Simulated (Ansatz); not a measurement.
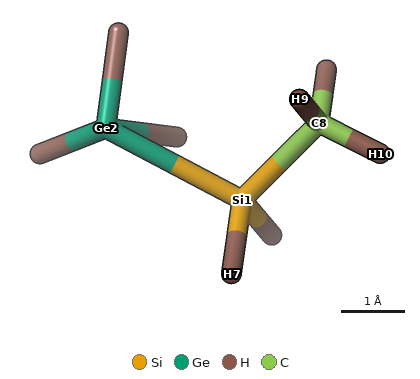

**Figure 1.** The structure as given in the input (stick view, seen at a tilt; atoms are numbered from 1 in the order of the input). Sticks mark near contacts.

## Run report: CH₈GeSi, frequency calculation

CH₈GeSi, computed with RKS B3LYP-D4/def2-SVP (Ansatz 0.2.0).

It belongs to a series of runs on one base structure; here: vibrations at the highest image of the band. Figures and captions count atoms from 1; the log counts them from 0 in places.

**Input**
```yaml
crystal:
  periodic: [false, false, false]
  atoms:
    - { symbol: Si, position_ang: [-0.07076, 0.445182, 0.777028] }
    - { symbol: Ge, position_ang: [1.125872, 0.957738, -1.33726] }
    - { symbol: H, position_ang: [-0.536232, 1.000981, -0.869791] }
    - { symbol: H, position_ang: [0.868384, 2.396292, -1.885475] }
    - { symbol: H, position_ang: [0.598371, 0.013836, -2.464928] }
    - { symbol: H, position_ang: [-1.323147, 1.153201, 1.187676] }
    - { symbol: H, position_ang: [0.936826, 0.822401, 1.81464] }
    - { symbol: C, position_ang: [-0.352896, -1.412107, 0.700129] }
    - { symbol: H, position_ang: [0.576252, -1.94809, 0.455336] }
    - { symbol: H, position_ang: [-0.711431, -1.76764, 1.679888] }
    - { symbol: H, position_ang: [-1.11124, -1.661795, -0.057342] }
basis:
  gaussian: { orbitals: def2-SVP }
hamiltonian:
  xc: b3lyp
  dispersion: d4
phonons: {}
```

Launch command:
```bash
ansatz run input.yaml --threads 2 --pin off --max-ram 3072MiB --backend cpu --events-out ev --progress --plain --runs-dir out
```

**Output**
```
Engine: ansatz 0.2.0, aarch64-unknown-linux-gnu
Functional definition: B3LYP
  parameter a0 = 0.2
  parameter ax = 0.72
  parameter ac = 0.81
  exchange = (1 - a0 - ax)*slater_x + ax*b88_x + a0*exact_x
  correlation = (1 - ac)*vwn_rpa_c + ac*lyp_c
1119 factors; integrals over basis functions are off by at most 4.0e-4 eV
mean field evaluation 1: about -65548.6841 eV, gradient 4.4e1 eV
mean field evaluation 2: about -65546.1155 eV, gradient 5.2e1 eV
mean field evaluation 4: about -65553.3476 eV, gradient 1.2e0 eV
mean field evaluation 8: about -65553.3568 eV, gradient 1.9e-2 eV
mean field -65553.35681351 eV, -2409.0414292353 hartree, gradient 3.9e-5 eV, S^2 0.000000; 0 other end points of the search recorded, 0 dependent functions left out
the calculation of the forces begins
reference -65553.35708727 eV, -2409.0414392957 hartree; 30, 30 occupied and 74, 74 virtual orbitals, 1119 factors
these checks for a lower state are left out or cut short: stability, starts, cluster_reference, orbital_swaps, neighbouring_geometries, increment
1119 factors; integrals over basis functions are off by at most 4.0e-4 eV
mean field evaluation 16: about -65553.3567 eV, gradient 1.1e-1 eV
mean field -65553.35675407 eV, -2409.0414270510 hartree, gradient 1.3e-6 eV, S^2 0.000000; 0 other end points of the search recorded, 0 dependent functions left out
[... from here on the field's lines of each further geometry are left out, up to the last ...]
the calculation of the forces begins
reference -65553.35703206 eV, -2409.0414372670 hartree; 30, 30 occupied and 74, 74 virtual orbitals, 1119 factors
these checks for a lower state are left out or cut short: stability, starts, cluster_reference, orbital_swaps, neighbouring_geometries, increment
1119 factors; integrals over basis functions are off by at most 4.0e-4 eV
mean field evaluation 384: about -65553.3568 eV, gradient 1.2e-6 eV
mean field -65553.35675670 eV, -2409.0414271476 hartree, gradient 1.2e-6 eV, S^2 0.000000; 0 other end points of the search recorded, 0 dependent functions left out
the calculation of the forces begins
reference -65553.35703045 eV, -2409.0414372076 hartree; 30, 30 occupied and 74, 74 virtual orbitals, 1119 factors
WARN: phonons: modes at or below zero, which the zero-point energy, F, S and C_V leave out: 1, the lowest at -445.66 cm⁻¹. A minimum has none, and a first-order saddle one
Total energy: -65553.69995006 eV, -2409.0540392709 hartree
Atom 0 at    -0.070760     0.445182     0.777028 Å, force     0.010491    -0.002989    -0.012145 eV/Å
Atom 1 at     1.125872     0.957738    -1.337260 Å, force    -0.030931    -0.016886     0.031390 eV/Å
Atom 2 at    -0.536232     1.000981    -0.869791 Å, force     0.021488     0.011484     0.018705 eV/Å
Atom 3 at     0.868384     2.396292    -1.885475 Å, force    -0.003746    -0.002781    -0.011076 eV/Å
Atom 4 at     0.598371     0.013836    -2.464928 Å, force     0.004691     0.006005    -0.016919 eV/Å
Atom 5 at    -1.323147     1.153201     1.187676 Å, force    -0.003986     0.000367    -0.003422 eV/Å
Atom 6 at     0.936826     0.822401     1.814640 Å, force    -0.001033     0.004562    -0.004390 eV/Å
Atom 7 at    -0.352896    -1.412107     0.700129 Å, force     0.011013     0.002112     0.001987 eV/Å
Atom 8 at     0.576252    -1.948090     0.455336 Å, force    -0.001243    -0.000414     0.002718 eV/Å
Atom 9 at    -0.711431    -1.767640     1.679888 Å, force    -0.007616     0.001080    -0.003257 eV/Å
Atom 10 at    -1.111240    -1.661795    -0.057342 Å, force     0.000873    -0.002541    -0.003593 eV/Å
Dipole moment:    -0.094410    -0.203874     0.168941 e Å
Vibrations: -445.66 83.79 147.97 179.77 372.83 426.96 474.42 620.57 676.05 722.01 793.26 867.62 874.66 897.67 963.26 1037.22 1271.94 1429.07 1437.03 1562.26 2023.90 2047.72 2181.30 2196.89 3038.26 3129.67 3143.26 cm⁻¹, zero-point energy 2.020902 eV
```

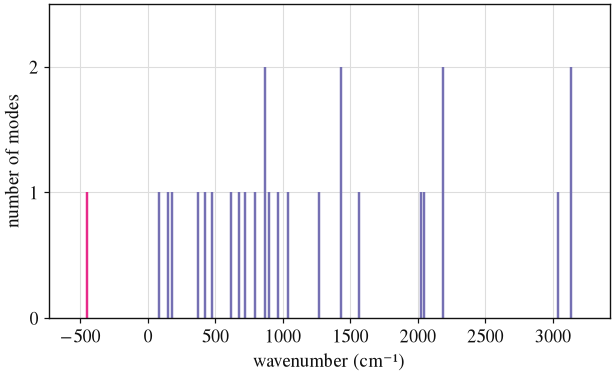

**Figure 2.** Harmonic vibrational wavenumbers from the force constants; neighbouring modes closer than 16 cm⁻¹ are counted in one stick, and imaginary ones are drawn at negative wavenumbers. 27 modes from 446i to 3143 cm⁻¹, 1 imaginary beyond 8i (446i cm⁻¹): a first-order saddle point, if the geometry is stationary.

**Summary**

```tsv
quantity	value
outcome	converged
total energy	−65553.7000 eV
mean-field energy	−65553.3571 eV
largest force (length of the vector)	0.047 eV/Å
hardware	2 threads of Arm Neoverse N1, 16 GiB of memory available, shared host
wall time	3.3 min (CPU time 6.3 min)
peak memory	0.24 GiB
```
